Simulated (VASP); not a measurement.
Band structure of SiC (relaxed from the CsCl type structure, space group Pm-3m). Method: PBEsol GGA, VASP's PBE PAW potentials (set 64) (plane waves; VASP).

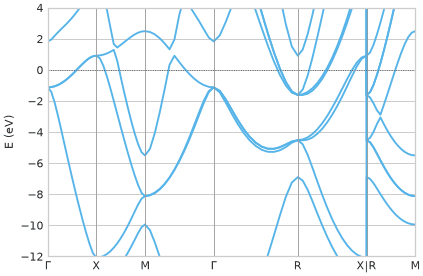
Figure. Bands along high-symmetry lines, zero at the valence-band maximum or, without a gap, the Fermi level

Problem. Read the plot: is there a gap, and where are the band edges?

Solution. It has no gap at this level: it comes out as a metal or semimetal. (Edges off the drawn lines would not show.)

The structure was generated: SiC was put into the CsCl type type (Pm-3m), which need not be its known phase. It was relaxed first, which changed the volume by +26 %.
